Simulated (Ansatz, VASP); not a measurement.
# SrBr2 in two plane-wave programs

Wanted: the spread between two codes on one cell, functional and k mesh. The structure shown is the end of the VASP relaxation below.

Main program and level: Ansatz 0.2.0; plane waves, with VASP 6.6.1 beside it; single point at r2SCAN and band structure at r2SCAN.

## (1) The structure

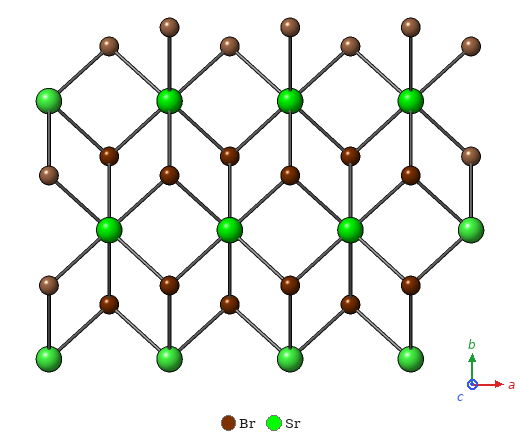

The cell as given, from above (bromine brown, strontium green). 3×1×1 cells are drawn. Some periodic images of atoms are drawn too.

The cell holds 6 atoms: 4 Br and 2 Sr. Cell: a = 4.300 Å, b = 9.200 Å, c = 18.357 Å, α = 90.0°, β = 90.0°, γ = 90.0°. It derives from SrBr2. As first built, before any earlier steps moved the atoms: kind sheets cut from a layered crystal; sheets 1. Vacuum lies along c.

## (2) VASP: relaxation, r2SCAN

This run makes the geometry at which the two programs are then compared.

Lines of VASP's logs that name or quote its potential files are left out, and so is its time.

The input, INCAR:

```
SYSTEM = SrBr2
PREC = Normal
ENCUT = 300
EDIFF = 1E-05
NELM = 120
ISMEAR = 0
SIGMA = 0.05
LREAL = .FALSE.
ALGO = Normal
METAGGA = R2SCAN
LASPH = .TRUE.
NBANDS = 30
LORBIT = 11
LWAVE = .FALSE.
LCHARG = .FALSE.
KPAR = 2
IBRION = 2
NSW = 40
ISIF = 2
EDIFFG = -0.03
POTIM = 0.4
MAXMIX = 40
IDIPOL = 3
LDIPOL = .TRUE.
DIPOL = 0.5 0.5 0.5
```

The input, POSCAR:

```
SrBr2
1.0
    4.3000000000      0.0000000000      0.0000000000
    0.0000000000      9.2000000000      0.0000000000
    0.0000000000      0.0000000000     18.3574800000
Br Sr
4 2
Direct
    0.7500000000      0.6190000000      0.5914471920
    0.7500000000      0.1580000000      0.5846042050
    0.2500000000      0.6580000000      0.4153957950
    0.2500000000      0.1190000000      0.4085528080
    0.2500000000      0.3890000000      0.5379474740
    0.7500000000      0.8890000000      0.4620525260
```

The input, KPOINTS:

```
Automatic mesh
0
Gamma
6 3 1
0 0 0
```

Potentials, in the order of the species: Br and Sr_sv (PBE family, release 64).

Run with:

```
$ mpirun -np 2 vasp_std
```

Numbers of over 12 decimals in the logs are rounded to 6 here.

The log of the run:

```text
[banner, memory and clock lines left out]
running    2 mpi-ranks, on    1 nodes
 distrk:  each k-point on    1 cores,    2 groups
 distr:  one band on    1 cores,    1 groups

 POSCAR found type information on POSCAR BrSr
 POSCAR found :  2 types and       6 ions
|                                                                             |
|               ----> ADVICE to this user running VASP <----                  |
|                                                                             |
|     You enforced a specific xc type in the INCAR file but a different       |
|     [... a line on the potential file left out ...]
|     I HOPE YOU KNOW WHAT YOU ARE DOING!                                     |
|                                                                             |

 LDA part: xc-table for (None), standard interpolation
 POSCAR, INCAR and KPOINTS ok, starting setup
 FFT: planning ... GRIDC
 FFT: planning ... GRID_SOFT
 FFT: planning ... GRID
 WAVECAR not read
 entering main loop
       N       E                     dE             d eps       ncg     rms          rms(c)
DAV:   1     0.216403401899E+03    0.21640E+03   -0.14797E+04   632   0.764E+02
DAV:   2    -0.599157341660E+02   -0.27632E+03   -0.27071E+03   664   0.201E+02
DAV:   3    -0.107138753892E+03   -0.47223E+02   -0.47083E+02   704   0.764E+01
DAV:   4    -0.108969768647E+03   -0.18310E+01   -0.18197E+01   712   0.173E+01
DAV:   5    -0.109055572362E+03   -0.85804E-01   -0.85759E-01   768   0.258E+00    0.129E+01
DAV:   6    -0.964724559469E+02    0.12583E+02   -0.43228E+00   768   0.955E+00    0.786E+00
DAV:   7    -0.963728929006E+02    0.99563E-01   -0.15087E+00   576   0.507E+00    0.335E+00
DAV:   8    -0.964517053041E+02   -0.78812E-01   -0.20324E-01   720   0.218E+00    0.998E-01
DAV:   9    -0.964480359351E+02    0.36694E-02   -0.79384E-02   570   0.983E-01    0.313E-01
DAV:  10    -0.964543350493E+02   -0.62991E-02   -0.50360E-03   712   0.311E-01    0.124E-01
DAV:  11    -0.964587948224E+02   -0.44598E-02   -0.16223E-03   634   0.204E-01    0.497E-02
DAV:  12    -0.964602666466E+02   -0.14718E-02   -0.66889E-04   576   0.114E-01    0.294E-02
DAV:  13    -0.964612731601E+02   -0.10065E-02   -0.34273E-04   512   0.725E-02    0.217E-02
DAV:  14    -0.964616178101E+02   -0.34465E-03   -0.44971E-05   528   0.334E-02    0.980E-03
DAV:  15    -0.964619058288E+02   -0.28802E-03   -0.65927E-05   512   0.353E-02    0.513E-03
DAV:  16    -0.964619580390E+02   -0.52210E-04   -0.13199E-05   432   0.206E-02    0.322E-03
DAV:  17    -0.964619994309E+02   -0.41392E-04   -0.39581E-06   384   0.133E-02    0.182E-03
DAV:  18    -0.964620618167E+02   -0.62386E-04   -0.10542E-05   376   0.190E-02    0.132E-03
DAV:  19    -0.964620809947E+02   -0.19178E-04   -0.22962E-06   384   0.976E-03    0.885E-04
DAV:  20    -0.964620926097E+02   -0.11615E-04   -0.25794E-06   348   0.100E-02    0.650E-04
DAV:  21    -0.964620974571E+02   -0.48474E-05   -0.54292E-07   384   0.439E-03
   1 F= -.96462097E+02 E0= -.96462097E+02  d E =-.964621E+02
[... from here on, the cycles between the ionic steps are left out ...]
   2 F= -.96481996E+02 E0= -.96481996E+02  d E =-.198985E-01
   6 F= -.96585458E+02 E0= -.96585458E+02  d E =-.989894E-02
   7 F= -.96604343E+02 E0= -.96604343E+02  d E =-.287845E-01
   8 F= -.96591515E+02 E0= -.96591515E+02  d E =-.159559E-01
   9 F= -.96607420E+02 E0= -.96607420E+02  d E =-.318614E-01
  10 F= -.96615600E+02 E0= -.96615600E+02  d E =-.817941E-02
  11 F= -.96615984E+02 E0= -.96615984E+02  d E =-.856343E-02
  12 F= -.96615987E+02 E0= -.96615987E+02  d E =-.856714E-02
 curvature:  -6.72 expect dE=-0.948E-03 dE for cont linesearch -0.146E-06
 trial: gam=-0.00725 g(F)=  0.141E-03 g(S)=  0.000E+00 ort = 0.966E-05 (trialstep = 0.605E+01)
 search vector abs. value=  0.141E-03
 bond charge predicted
       N       E                     dE             d eps       ncg     rms          rms(c)
DAV:   1    -0.966142594679E+02    0.17237E-02   -0.31601E-01   480   0.263E+00    0.227E-01
DAV:   2    -0.966156843843E+02   -0.14249E-02   -0.14753E-02   522   0.629E-01    0.176E-01
DAV:   3    -0.966164793634E+02   -0.79498E-03   -0.10303E-03   598   0.239E-01    0.768E-02
DAV:   4    -0.966165736121E+02   -0.94249E-04   -0.70355E-04   488   0.106E-01    0.429E-02
DAV:   5    -0.966165623169E+02    0.11295E-04   -0.63835E-05   504   0.424E-02    0.280E-02
DAV:   6    -0.966165263380E+02    0.35979E-04   -0.77318E-05   546   0.595E-02    0.163E-02
DAV:   7    -0.966165911474E+02   -0.64809E-04   -0.21930E-05   426   0.356E-02    0.811E-03
DAV:   8    -0.966166051860E+02   -0.14039E-04   -0.74496E-06   384   0.162E-02    0.556E-03
DAV:   9    -0.966166211628E+02   -0.15977E-04   -0.28602E-06   324   0.176E-02    0.362E-03
DAV:  10    -0.966166366678E+02   -0.15505E-04   -0.36135E-06   360   0.126E-02    0.301E-03
DAV:  11    -0.966166466291E+02   -0.99612E-05   -0.23721E-06   366   0.105E-02
  13 F= -.96616647E+02 E0= -.96616647E+02  d E =-.659218E-03
 trial-energy change:   -0.000659  1 .order   -0.000647   -0.000853   -0.000440
 step:  12.5149(harm= 12.5149)  dis= 0.01900  next Energy=   -96.616869 (dE=-0.881E-03)
 reached required accuracy - stopping structural energy minimisation
```

From OUTCAR (step 2):

```text
ion  position               nearest neighbor table
   1  0.750  0.619  0.591-   5 3.17   5 3.17   6 3.44
   2  0.750  0.158  0.585-   5 3.14   5 3.14   6 3.34
   3  0.250  0.658  0.415-   6 3.14   6 3.14   5 3.34
   4  0.250  0.119  0.409-   6 3.17   6 3.17   5 3.44
   5  0.250  0.389  0.538-   2 3.14   2 3.14   1 3.17   1 3.17   3 3.34   4 3.44
   6  0.750  0.889  0.462-   3 3.14   3 3.14   4 3.17   4 3.17   2 3.34   1 3.44

  LATTYP: Found a simple orthorhombic cell.
 ALAT       =     4.3000000000
 B/A-ratio  =     2.1395348837
 C/A-ratio  =     4.2691813953

 Subroutine GETGRP returns: Found  4 space group operations
 (whereof  1 operations were pure point group operations)

The static configuration has the point symmetry C_1 .
 The point group associated with its full space group is C_2v.

 Found      8 irreducible k-points:

   k-points           NKPTS =      8   k-points in BZ     NKDIM =      8   number of bands    NBANDS=     30

   dimension x,y,z NGX =    18 NGY =   40 NGZ =   80
   dimension x,y,z NGXF=    36 NGYF=   80 NGZF=  160

   ENCUT  =  300.0 eV  22.05 Ry    4.70 a.u.   6.07 12.99 25.93*2*pi/ulx,y,z

   NELECT =      48.0000    total number of electrons

 k-points in reciprocal lattice and weights: Automatic mesh
   0.00000000  0.00000000  0.00000000       0.056
   0.16666667  0.00000000  0.00000000       0.111
   0.33333333  0.00000000  0.00000000       0.111
   0.50000000  0.00000000  0.00000000       0.056
   0.00000000  0.33333333  0.00000000       0.111
   0.16666667  0.33333333  0.00000000       0.222
   0.33333333  0.33333333  0.00000000       0.222
   0.50000000  0.33333333  0.00000000       0.111

 dipolmoment           0.000000      0.000000      0.000000 electrons x Angstroem

 average (electrostatic) potential at core
       1 -73.2807       2 -73.3112       3 -73.3112       4 -73.2807       5 -49.5073
       6 -49.5073

 E-fermi :  -4.9771

 k-point     1 :       0.0000    0.0000    0.0000
  band No.  band energies     occupation
    ...
     20      -5.9503      2.00000
     21      -5.6663      2.00000
     22      -5.6329      2.00000
     23      -5.6323      2.00000
     24      -5.3408      2.00000
     25      -0.7817      0.00000
     26       0.1882      0.00000
     27       0.4619      0.00000
     28       0.8002      0.00000
     29       1.1492      0.00000
    ...

 k-point     2 :       0.1667    0.0000    0.0000
  band No.  band energies     occupation
    ...
     20      -5.9759      2.00000
     21      -5.8330      2.00000
     22      -5.8012      2.00000
     23      -5.5350      2.00000
     24      -5.3141      2.00000
     25      -0.4475      0.00000
     26       0.1257      0.00000
     27       0.6980      0.00000
     28       0.7160      0.00000
     29       1.3073      0.00000
    ...

 k-point     3 :       0.3333    0.0000    0.0000
  band No.  band energies     occupation
    ...
     20      -6.0296      2.00000
     21      -5.9699      2.00000
     22      -5.8803      2.00000
     23      -5.5463      2.00000
     24      -5.4252      2.00000
     25      -0.1364      0.00000
     26       0.3038      0.00000
     27       0.7183      0.00000
     28       0.9894      0.00000
     29       1.5389      0.00000
    ...

  Total        1.1651404     -6.4211985     -0.1091696      0.0000000      0.0000000      0.0000000
  in kB        2.5705112    -14.1663293     -0.2408480      0.0000000      0.0000000      0.0000000
  external PRESSURE =      -3.9455554 kB  Pullay stress =       0.0000000 kB

  energy-cutoff  :      300.00
  volume of cell :      726.22
      direct lattice vectors                 reciprocal lattice vectors
     4.300000000  0.000000000  0.000000000     0.232558140  0.000000000  0.000000000
     0.000000000  9.200000000  0.000000000     0.000000000  0.108695652  0.000000000
     0.000000000  0.000000000 18.357480000     0.000000000  0.000000000  0.054473708

 POSITION                                       TOTAL-FORCE (eV/Angst)
 -----------------------------------------------------------------------------------
      3.22500      5.53255     10.70987         0.000000      0.006167     -0.022282
      3.22500      1.60997     10.67358         0.000000      0.000395      0.009764
      1.07500      6.20997      7.68390         0.000000      0.000395     -0.009764
      1.07500      0.93255      7.64761         0.000000      0.006167      0.022282
      1.07500      3.58467      9.65646        -0.000000     -0.006562      0.004495
      3.22500      8.18467      8.70102        -0.000000     -0.006562     -0.004495
 -----------------------------------------------------------------------------------
    total drift:                                0.000000     -0.008384     -0.000012

  FREE ENERGIE OF THE ION-ELECTRON SYSTEM (eV)
  ---------------------------------------------------
  free  energy   TOTEN  =       -96.6166466291 eV

  energy  without entropy=      -96.6166466291  energy(sigma->0) =      -96.61664663

 reached required accuracy - stopping structural energy minimisation

 vacuum level on the upper side and lower side of the slab         1.961         1.961

 total charge
# of ion       s       p       d       tot
------------------------------------------
    1        1.596   3.322   0.004   4.922
    2        1.596   3.324   0.004   4.924
    3        1.596   3.324   0.004   4.924
    4        1.596   3.322   0.004   4.922
    5        1.997   5.845   0.140   7.982
    6        1.997   5.845   0.140   7.982
--------------------------------------------------
tot         10.378  24.982   0.296  35.655

[... 3 further parts left out ...]
```

CONTCAR:

```
SrBr2
   1.00000000000000
     4.2999999999999998    0.0000000000000000    0.0000000000000000
     0.0000000000000000    9.1999999999999993    0.0000000000000000
     0.0000000000000000    0.0000000000000000   18.3574799999999989
  Br              Sr
     4     2
Direct
     0.7500000000000000    0.6013646319969815    0.5834060880021500
     0.7500000000000000    0.1749968150345378    0.5814295537121066
     0.2500000000000000    0.6749968150345380    0.4185704462878935
     0.2500000000000000    0.1013646319969815    0.4165939119978502
     0.2500000000000000    0.3896385529684847    0.5260232362913633
     0.7500000000000000    0.8896385529684845    0.4739767637086368
```

## (3) Ansatz: single point, r2SCAN

Ansatz runs on its default PAW (the set named soft_2) files.

The same cell, functional, mesh and smearing now go to Ansatz, which takes its cutoff from its data sets.

The input, input.yaml:

```yaml
crystal:
  lattice:
    - [4.3, 0.0, 0.0]
    - [0.0, 9.2, 0.0]
    - [0.0, 0.0, 18.35748]
  atoms:
    - { symbol: Br, position: [0.75, 0.60136463, 0.58340609] }
    - { symbol: Br, position: [0.75, 0.17499682, 0.58142955] }
    - { symbol: Br, position: [0.25, 0.67499682, 0.41857045] }
    - { symbol: Br, position: [0.25, 0.10136463, 0.41659391] }
    - { symbol: Sr, position: [0.25, 0.38963855, 0.52602324] }
    - { symbol: Sr, position: [0.75, 0.88963855, 0.47397676] }
hamiltonian:
  xc: r2scan
  pseudopotentials: { kind: paw }
kpoints:
  mp_grid: { grid: [6, 3, 1] }
scf:
  occupations: { method: gaussian, width: 0.05 }
  n_extra_bands: 5
efield:
  axis: 3
  dipole_correction: true
  ramp_width: 0.04
output:
  forces: true
  eigenvalues: true
```

Run with:

```
$ ansatz run input.yaml --threads 4 --pin off --max-ram 9216MiB --backend cpu --events-out ev --progress --plain --runs-dir out
```

The log of the run:

```text
scf.n_extra_bands = 5 over 24 filled bands (N_el = 48.0): the run solves 29 bands
Engine: ansatz 0.2.0, aarch64-unknown-linux-gnu
Pseudopotentials: kind: paw
Pseudopotential: Br, paw, valence charge 7, recommended cutoff 500 eV (meta_gga), Br.paw.azcp
Pseudopotential: Sr, paw, valence charge 10, recommended cutoff 500 eV (meta_gga), Sr.paw.azcp
Functional definition: r2SCAN
  parameter k0 = 0.174
  parameter k1 = 0.065
  parameter a1 = 4.9479
  exchange = r2scan_x(k0 = k0, k1 = k1, a1 = a1)
  correlation = r2scan_c
Crystal: 6 atoms, lattice volume = 726.222 Å³
Basis set: ecut = 500 eV, 18409 PW (Γ), exchange–correlation on 128×288×540 points (64 copies of the dense FFT grid, shifted against one another)
Bands: 29, of which v1, the nominal top of the filled ones, is band 24 counted from 1 (23 counted from 0)
Symmetry: 2 space group operations
k-points: 8 of 18 (time reversal used)
Non-local potential: Br, projectors of the file, l = 0: 2, l = 1: 2, l = 2: 2
Non-local potential: Sr, projectors of the file, l = 0: 3, l = 1: 2, l = 2: 2
PAW form: soft (Blöchl's): semilocal exchange-correlation on the pseudo side does not see the compensation charge
PAW frozen core: Br, regenerated for the run's functional (the file was generated under x = pbe(κ = 0.804, μ = 0.219515), c = pbe(β = 0.066725))
PAW frozen core: Sr, regenerated for the run's functional (the file was generated under x = pbe(κ = 0.804, μ = 0.219515), c = pbe(β = 0.066725))
PAW one-centre angular grid: Br, 302 points (default); XC on 160 Gauss nodes
PAW one-centre angular grid: Sr, 302 points (default); XC on 160 Gauss nodes
Initial density: superposition of atomic densities (neutral atoms: chi_scale 0, normalization atom), corrected by the library's trained network
Initial wavefunctions: pseudopotential atomic-orbital guess
Functional: x = r2scan, c = r2scan; τ floored in thin density (d = 2e-4 eV/Å³)
SCF iter   1: F=—  HF=-18294.960726 eV  |F-HF|=—  |Δ(HF+E_count)|=         —  Δρ=1.37e-3  dr2=2.40e-2  dr2_τ=1.75e-2  ethr=1.77e-3  p=0.000 e·Å  D=4.00e-14 V/Å  ΔV_dip=-0.00 eV  dr2_dipole=3.02e-9  V_vac-E_F(+/−)=5.00/5.00 eV  ⟨swp⟩=15.4  Hψ=1851  notcnv=0
efield: sawtooth ramp at fractional position 0.9800 (placed from the atoms, in the widest stretch of the axis that holds none; the zero of the levels goes with the place), width 0.0400; the density the first Hamiltonian is built on has a dipole p = 0.000 e·Å; the dipole correction subtracts the counter field D = 4.00e-14 V/Å, which shifts the + side's vacuum level by -0.00 eV against the − side's; the planar-averaged density in the ramp window peaks in size at 1.0e-5 e/Å³
preconditioner: auto → Resta (q_TF=auto, 1.735 Å⁻¹)  ε∞=1.6  [insulator: Δε(μ)=4.687 eV  Ē_g=10.104 eV  σ=0.050 eV  W_gap=1.00  n_scr=64 (ndim 8)  ℏωp=7.8 eV  f_vac=0.664  D(μ)=0.00/eV (n_scr^D=0)  ε∞_Penn≈1.6  vacuum switching on, ρ_ref=7.4e-3 e/Å³]
SCF iter   2: F=—  HF=-18295.055436 eV  |F-HF|=—  |Δ(HF+E_count)|=   9.47e-2  Δρ=7.04e-4  dr2=2.58e-3  dr2_τ=5.46e-4  ethr=5.01e-5  p=-0.000 e·Å  D=-1.53e-5 V/Å  ΔV_dip=0.00 eV  dr2_dipole=1.58e-9  V_vac-E_F(+/−)=5.03/5.03 eV  ⟨swp⟩=3.2  Hψ=551  notcnv=0  defer=8
SCF iter   3: F=—  HF=-18295.058420 eV  |F-HF|=—  |Δ(HF+E_count)|=   2.98e-3  Δρ=2.59e-4  dr2=3.75e-4  dr2_τ=3.09e-5  ethr=5.38e-6  p=0.000 e·Å  D=2.40e-6 V/Å  ΔV_dip=-0.00 eV  dr2_dipole=7.93e-12  V_vac-E_F(+/−)=5.02/5.02 eV  ⟨swp⟩=2.2  Hψ=374  notcnv=0  defer=8
SCF iter   4: F=—  HF=-18295.059061 eV  |F-HF|=—  |Δ(HF+E_count)|=   6.41e-4  Δρ=3.65e-5  dr2=1.38e-5  dr2_τ=7.75e-7  ethr=7.82e-7  p=0.000 e·Å  D=1.98e-6 V/Å  ΔV_dip=-0.00 eV  dr2_dipole=3.19e-10  V_vac-E_F(+/−)=5.01/5.01 eV  ⟨swp⟩=2.2  Hψ=408  notcnv=0  defer=8
SCF iter   5: F=—  HF=-18295.059238 eV  |F-HF|=—  |Δ(HF+E_count)|=   1.76e-4  Δρ=9.97e-6  dr2=8.04e-7  dr2_τ=1.04e-7  ethr=2.88e-8  p=-0.000 e·Å  D=-2.82e-6 V/Å  ΔV_dip=0.00 eV  dr2_dipole=3.00e-10  V_vac-E_F(+/−)=5.01/5.01 eV  ⟨swp⟩=2.2  Hψ=393  notcnv=0  defer=8
SCF iter   6: F=—  HF=-18295.059239 eV  |F-HF|=—  |Δ(HF+E_count)|=   1.83e-6  Δρ=2.51e-6  dr2=1.00e-7  dr2_τ=3.48e-9  ethr=2.08e-10  p=0.000 e·Å  D=2.91e-6 V/Å  ΔV_dip=-0.00 eV  dr2_dipole=3.13e-10  V_vac-E_F(+/−)=5.01/5.01 eV  ⟨swp⟩=16.8  Hψ=1517  notcnv=0
SCF iter   7: F=-18295.059240 eV  HF=-18295.059240 eV  |F-HF|=3.17e-10  |Δ(HF+E_count)|=   1.72e-7  Δρ=9.28e-7  dr2=1.67e-8  dr2_τ=1.04e-9  ethr=2.08e-10  p=-0.000 e·Å  D=-2.75e-6 V/Å  ΔV_dip=0.00 eV  dr2_dipole=2.37e-10  V_vac-E_F(+/−)=5.01/5.01 eV  ⟨swp⟩=5.8  Hψ=1009  notcnv=0
SCF 1 converged in 7 iterations: F = -18295.059240 eV  dr2 = 1.67e-8
  greatest PAW one-centre occupation: 0.988 electrons in one spin orbital (limit 2), on the Sr atom at site 4 (counted from 0), in its partial waves of l = 0
SCF converged after 7 iterations
Free energy (F): -18295.059240 eV
Harris-Foulkes:  -18295.059240 eV  (|F-HF|=3.17e-10)
Internal energy: -18295.059240 eV  (E = F + TS)
E sigma→0 (E₀):  -18295.059240 eV
Fermi energy:    -2.171095 eV
Dipole field:    D = 0.000008 V/Å  (p = 0.000033 e·Å, saw-weighted, corrected)
Work function:   Φ+ = 5.0085 eV   Φ− = 5.0087 eV
Levels:          The Fermi level and band energies are counted from a zero that moves with the ramp; work functions are not
--- Per-component energies (eV) ---
  E_band       = -675.641189
  E_kinetic    = 1024.568622
  E_local      = -11625.649258  (includes V_loc(G=0)·N_el)
  E_nonlocal   = 681.593242
  E_hartree    = 5071.055115
  E_xc         = -1331.200570
  E_vxc        = -815.971990  (∫ρ·V_xc dr)
  E_paw        = -14511.843850  (= ΣΔE_a)
  E_vpaw       = -125.653705  (= ΣTr[D̂ρ^β])
  E_aug_tail   = -0.000001  (compensation charges beyond the density's cutoff)
  E_vtau       = 43.364408  (kinetic-family band-sum trace: ∫τ·v_τ [+ j·A + Jᵃ·Aᵃ] dr)
  E_efield     = 0.000000  (sawtooth field / dipole correction)
  E_vefield    = 0.000000  (∫n·V_field dr)
  E_ewald      = 2397.342310
  E_core_change = -0.924848  (= ΣΔE_core)
  E_smearing   = -0.000000  (= −TS)
  E_closure    = 0.000000  (closes the sum)
  Σ components = -18295.059240   (vs F -18295.059240, Δ=0.00e0)
--- Forces (eV/Å), atoms counted from 1 ---
  atom   1  Br    -0.00000000     0.00123328    -0.02337054
  atom   2  Br     0.00000000     0.00643725     0.00108651
  atom   3  Br     0.00000000     0.00637496    -0.00110109
  atom   4  Br    -0.00000000     0.00129391     0.02335489
  atom   5  Sr    -0.00000000    -0.00766978     0.00920202
  atom   6  Sr    -0.00000000    -0.00767060    -0.00914720
  max |Σ_I F_I| component: 2.46e-5 eV/Å
--- Band table (eV; the first three rows and the last of 8) ---
  k-point 0: bands = [... 20 lower, -4.7903, -4.7559, -4.7550, -4.4651, 0.0957, 1.0813, 1.3519, 1.6890, ... 1 higher]
  k-point 1: bands = [... 20 lower, -4.7682, -4.7543, -4.6788, -4.5359, 0.5220, 1.0507, 1.4404, 1.7204, ... 1 higher]
  k-point 2: bands = [... 20 lower, -4.9564, -4.9246, -4.6584, -4.4383, 0.4307, 1.0150, 1.5929, 1.6086, ... 1 higher]
  k-point 7: bands = [... 20 lower, -4.8773, -4.8773, -4.7382, -4.7382, 1.1206, 1.1207, 1.8143, 1.8143, ... 1 higher]
```

Run time: 16 s. Hardware: 4 threads of Arm Neoverse V1, shared host; peak memory 1.9 GiB.

## (4) Comparison

Known differences besides the PAW data sets themselves: VASP keeps PBE cores, Ansatz makes them for the functional; the cutoff is 500 eV in Ansatz and 300 eV in VASP (PREC = Normal). Total energies have different zeros and are not compared.

The two programs side by side:

```tsv
quantity	Ansatz	VASP	difference
gap on the k mesh (eV)	4.534	4.532	+0.002
```

At this near-relaxed geometry the largest component of a force difference is 9 meV/Å.

(Part 1 of 2 ends here.)

[Lines on the potential files, build, host, timing and source positions are cut from VASP's logs without a mark.]

[Logs are printed without paths, hosts, clocks, repeated set-up lines and the standing remarks that a program may print on its own settings, such as how far it seeks lower states.]

[Hosts, paths, dates, database ids (printed as entryN), source tags and the programs' standing remarks are cut or masked in the printed files.]
